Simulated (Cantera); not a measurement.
A closed system holds: 1 mol Ta₂O₅, 5 mol CH₄, 0.015 mol CO, held at 900 Torr.

Method: chemical equilibrium by Gibbs-energy minimisation in Cantera with the NASA 1993 tables (ideal gas, pure condensed phases). Candidate condensed phases: C, C₆H₆, C₇H₈, C₈H₁₈, H₂O, Ta, TaC, Ta₂O₅; 113 gas species. Mutual solubility and eutectic melting of coexisting phases are not modelled. TaC: taken at fixed stoichiometry. Condensed phases not in the tables: Ta₂C. The numbers say what is thermodynamically allowed, not how fast it happens.

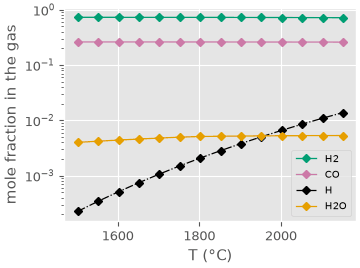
*Equilibrium gas composition (values under 1e-9 drawn at 1e-9)*

From 1502 °C to 1752 °C the condensed part is TaC(s) + Ta₂O₅(s). From 1802 °C to 2152 °C the condensed part is TaC(s) + Ta₂O₅(l).
